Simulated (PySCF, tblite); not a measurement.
# C3H2F3N: dynamics, then NMR shifts on frames

How do NMR shifts of C3H2F3N (`[H]/N=C/C(F)=C(F)F`) change as the atoms move?

Computed with tblite 0.8.0 and PySCF 2.14.0, with density-fitted response routines of our own, on a single molecule in the gas phase. Atoms are numbered from 0 throughout.

## 1. The starting structure

9 atoms, charge 0, multiplicity 1; geometry from: GFN2-xTB.

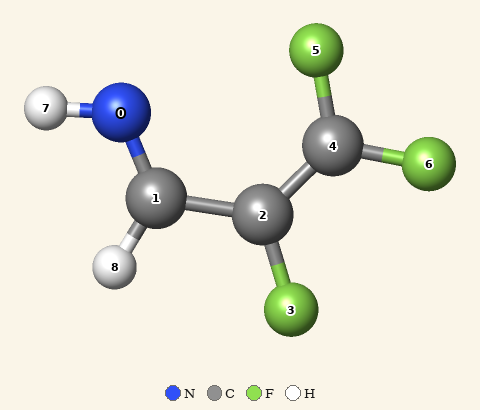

As it starts; nitrogen blue, carbon grey, fluorine green, hydrogen white, atoms numbered.

## 2. Thermal motion with GFN2-xTB

The job: settings as JSON, then the geometry in Å.

```
{"job": {"kind": "md", "xc": "GFN2-xTB", "basis": "xTB", "temperature": 600, "steps": 2000, "every": 50, "frames": 5}, "charge": 0, "multiplicity": 1}
N      1.430750     0.890594    -0.209725
C      0.870649    -0.179375    -0.560609
C     -0.458436    -0.522289    -0.078266
F     -0.950380    -1.693923    -0.525580
C     -1.220369     0.202153     0.750463
F     -0.874794     1.358138     1.264590
F     -2.424241    -0.152227     1.161286
H      2.357412     1.046113    -0.595882
H      1.282970    -0.943190    -1.231456
```

Level: GFN2-xTB Langevin dynamics, gas phase.

Launch:

```bash
$ OMP_NUM_THREADS=1 python probes_run.py task.json out
```

One launch serves the whole session: the jobs run in the order shown.

The program printed:

```text
t/fs     T/K      E/eV
    0.0   558.2   -666.30611
   25.0   361.0   -665.94833
   50.0   445.6   -665.97027
   75.0   354.2   -665.92641
  100.0   267.6   -665.74205
  125.0   392.8   -666.06816
  150.0   403.0   -666.07826
  175.0   446.5   -665.99930
  200.0   409.0   -665.92687
  225.0   549.7   -665.72992
  250.0   569.8   -665.88845
  275.0   663.8   -665.86378
  300.0   384.8   -665.72630
  325.0   298.5   -665.77740
  350.0   492.7   -665.82852
  375.0   566.5   -665.88315
  400.0   975.1   -665.91471
  425.0   361.3   -665.29431
  450.0   509.5   -665.48624
  475.0   389.6   -665.51114
  500.0   657.3   -665.90999
  525.0   553.9   -665.76479
  550.0   625.1   -665.90134
  575.0   463.6   -665.67336
  600.0   740.6   -665.91758
  625.0   659.3   -665.84108
  650.0   666.4   -665.71377
  675.0   595.8   -665.65206
  700.0   797.0   -665.55689
  725.0   471.6   -665.63565
  750.0   474.7   -665.50256
  775.0   852.5   -665.73127
  800.0   744.7   -665.69319
  825.0   670.4   -665.73781
  850.0   625.6   -665.94470
  875.0   670.1   -665.82778
  900.0   533.8   -665.87953
  925.0   376.7   -665.91742
  950.0   335.6   -665.97622
  975.0   522.7   -666.04034
 1000.0   388.5   -665.86073
```

It took 7 s on 1 thread of Arm Neoverse V1, shared host; peak memory 0.18 GiB.

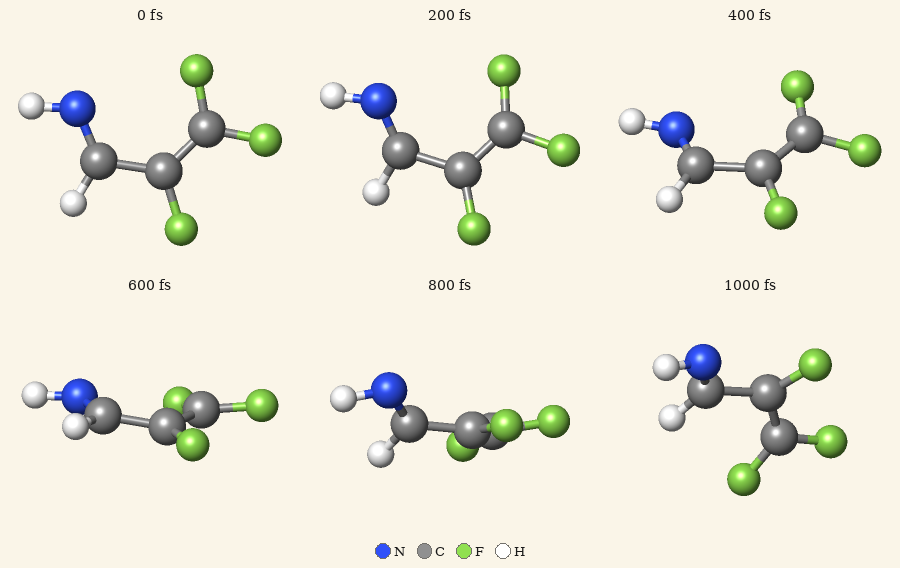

Frames of the run.

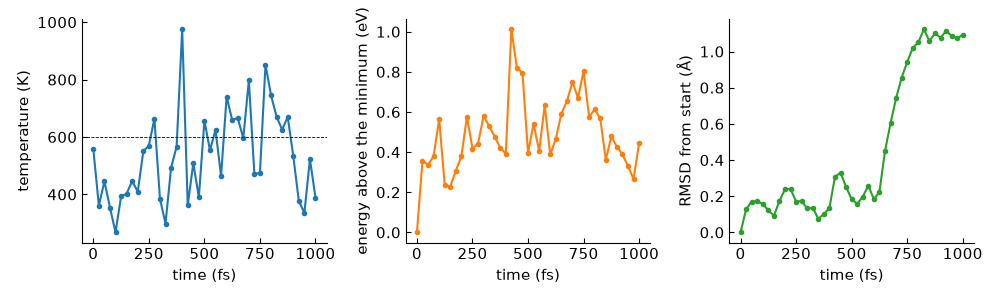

Temperature, potential energy and distance from the start.

Positions (Å) and forces (eV/Å) at 1000 fs:

```xyz
9

N    -0.389    2.240   -0.716   -0.275   -0.369    0.281
C    -0.074    1.125   -0.220   -2.566    0.766    0.666
C    -1.038    0.544    0.821    0.798    1.192   -1.970
F    -2.138    1.266    1.164    1.073   -0.266    0.198
C    -1.047   -0.764    1.039   -0.191   -0.001    0.426
F    -0.291   -1.702    0.531    0.907    0.011   -0.357
F    -1.828   -1.318    1.917   -1.069   -0.567    0.752
H     0.085    2.554   -1.551    0.464    0.066    0.097
H     0.680    0.471   -0.568    0.859   -0.833   -0.093
```

## 3. Nuclear shieldings: 250 fs, PBE0/pcSseg-1

The job: settings as JSON, then the geometry in Å.

```
{"job": {"kind": "nmr", "xc": "PBE0", "basis": "pcSseg-1", "pop": false}, "charge": 0, "multiplicity": 1}
N      1.573000     0.494600     0.011500
C      0.993200    -0.565500    -0.477300
C     -0.392100    -0.916300    -0.117700
F     -1.125500    -1.796400    -0.843000
C     -1.104100    -0.323800     0.860600
F     -0.709000     0.525600     1.721200
F     -2.461900    -0.494900     0.916600
H      2.619600     0.501900    -0.042800
H      1.479700    -1.390300    -1.047600
```

Level: GIAO PBE0/pcSseg-1 NMR shielding, non-relativistic, gas phase.

The program printed:

```text
coarse grid: 8824 points
cycle   1  E = -469.0055441974  dE =  1.110e+00  |g| = 8.328e-01  |ddm| = 2.847e+00
cycle   2  E = -468.7102431925  dE =  2.953e-01  |g| = 1.492e+00  |ddm| = 1.718e+00
cycle   3  E = -469.1356350105  dE = -4.254e-01  |g| = 1.364e-01  |ddm| = 1.201e+00
cycle   4  E = -469.1373458159  dE = -1.711e-03  |g| = 1.061e-01  |ddm| = 1.562e-01
cycle   5  E = -469.1396162426  dE = -2.270e-03  |g| = 1.677e-02  |ddm| = 8.574e-02
cycle   6  E = -469.1396586278  dE = -4.239e-05  |g| = 8.806e-03  |ddm| = 2.010e-02
cycle   7  E = -469.1396733225  dE = -1.469e-05  |g| = 1.430e-03  |ddm| = 7.084e-03
cycle   8  E = -469.1396737115  dE = -3.890e-07  |g| = 6.767e-04  |ddm| = 1.861e-03
final grid: 90176 points
cycle   9  E = -469.1970512039  dE = -2.950e-05  |g| = 7.043e-03  |ddm| = 1.836e-02
cycle  10  E = -469.1970403003  dE =  1.090e-05  |g| = 1.081e-02  |ddm| = 1.331e-02
cycle  11  E = -469.1970612696  dE = -2.097e-05  |g| = 9.730e-04  |ddm| = 7.864e-03
cycle  12  E = -469.1970614395  dE = -1.699e-07  |g| = 4.456e-04  |ddm| = 9.504e-04
cycle  13  E = -469.1970614776  dE = -3.807e-08  |g| = 1.564e-04  |ddm| = 4.002e-04
cycle  14  E = -469.1970614819  dE = -4.359e-09  |g| = 4.462e-05  |ddm| = 1.448e-04
cycle  15  E = -469.1970614823  dE = -3.997e-10  |g| = 1.417e-05  |ddm| = 4.700e-05
converged SCF energy = -469.1970614823

GIAO shielding tensors (ppm)
atom      isotropic    diamagn.    paramagn.     s11        s22        s33       span
  0 N     -127.010     322.600    -449.610   -548.262    -83.126    250.358    798.620
  1 C       12.244     248.775    -236.531   -103.029     19.124    120.635    223.664
  2 C       45.637     252.895    -207.257     11.907     37.906     87.099     75.193
  3 F      372.704     470.548     -97.844    333.526    388.881    395.705     62.179
  4 C       12.733     249.533    -236.800    -47.837     30.924     55.113    102.949
  5 F      266.787     472.129    -205.342    228.700    262.873    308.788     80.088
  6 F      235.439     470.813    -235.374    186.524    234.047    285.747     99.223
  7 H       19.001      27.980      -8.979      8.843     23.360     24.800     15.957
  8 H       22.729      26.902      -4.174     21.158     21.982     25.046      3.888
```

Run time: 13 s. Hardware: 1 thread of Arm Neoverse V1, shared host; peak memory 0.6 GiB.

Shifts follow as δ = σ(reference) − σ, with reference shieldings (ppm) from runs at the same level and on the same kind of geometry: ¹H TMS 31.72, ¹³C TMS 186.9, ¹⁹F CFCl3 170.9, ¹⁵N NH3 267.7. The references are single molecules in the gas phase, so shifts against H2O, NH3, PH3, H3PO4 or CFCl3 are not on the usual liquid scales and can be off by tens of ppm. Each atom is listed at this fixed geometry, with no averaging over motion; a spectrum would average atoms that exchange fast.

```
atoms                      environment  σ (ppm)  δ (ppm)
   C1                       C=N carbon     12.2    174.7
   C4  fully substituted alkene carbon     12.7    174.2
   C2  fully substituted alkene carbon     45.6    141.3
   H7    hydrogen on an imine nitrogen    19.00    12.72
   H8         hydrogen on a C=N carbon    22.73     8.99
   N0                   imine nitrogen   -127.0    394.7
   F6                 vinylic fluorine    235.4    -64.5
   F5                 vinylic fluorine    266.8    -95.8
   F3                 vinylic fluorine    372.7   -201.8
```

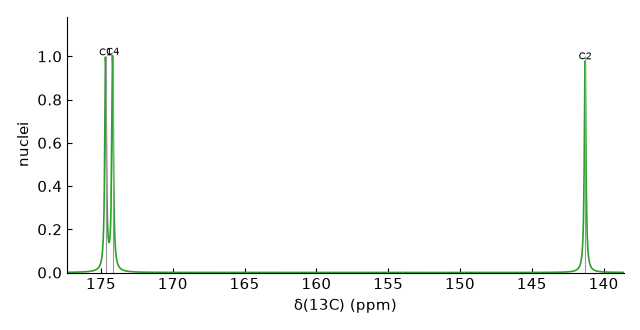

¹³C lines at the computed shifts, without couplings. Lines are broadened to a width of 0.13 ppm (Lorentzian).

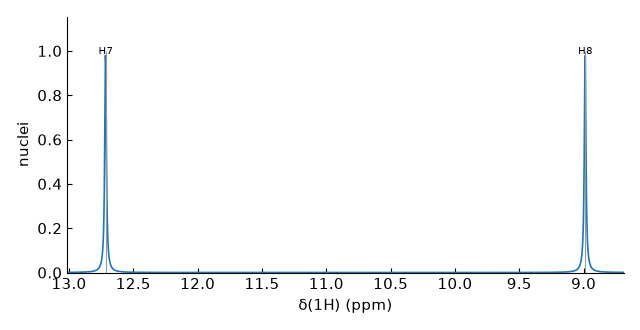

¹H lines at the computed shifts, without couplings. Lines are broadened to a width of 0.01 ppm (Lorentzian).

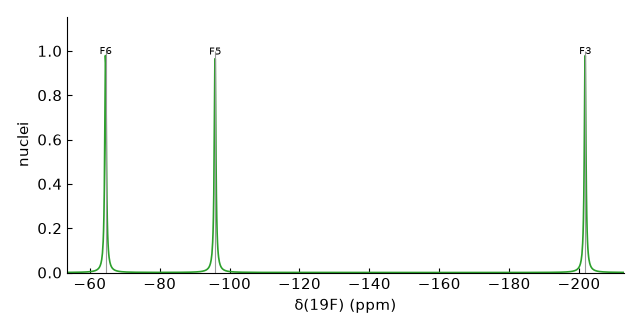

¹⁹F lines at the computed shifts, without couplings. Lines are broadened to a width of 0.55 ppm (Lorentzian).

The fields below are evaluated on a grid from the run's orbitals.

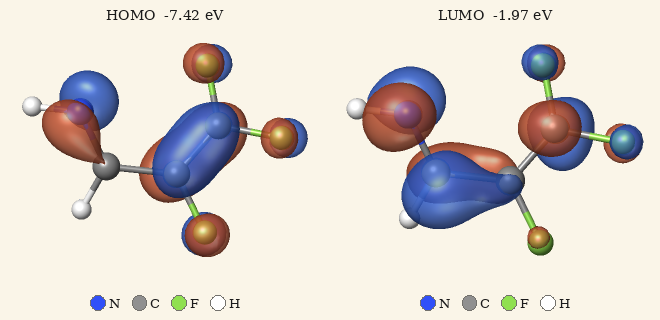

Frontier orbitals at PBE0/pcSseg-1; each surface holds 70 % of the orbital's density, blue and red mark the sign.

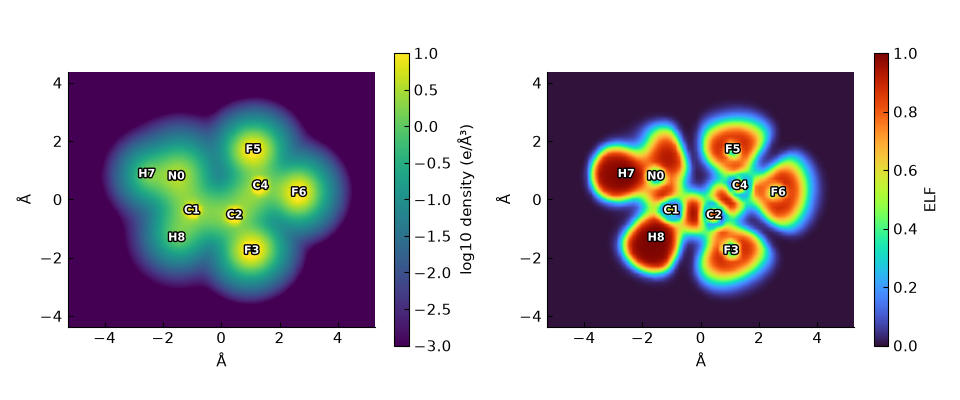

Density (left) and ELF (right) in a plane through or near 9 of the atoms.

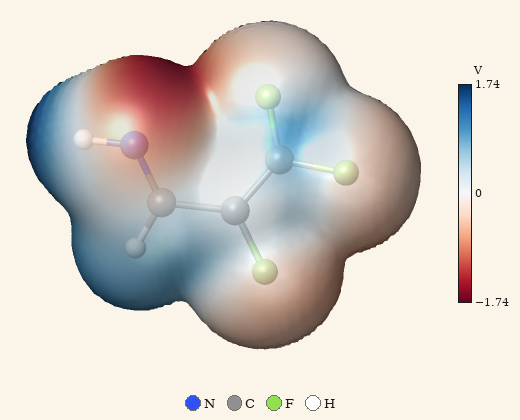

Electrostatic potential on the surface of density 0.002 e/bohr³; red is low, blue high. It runs, from the 1st to the 99th percentile, from -1.50 V near N0 to 1.74 V near H7.

(Part 1 of 2 ends here.)
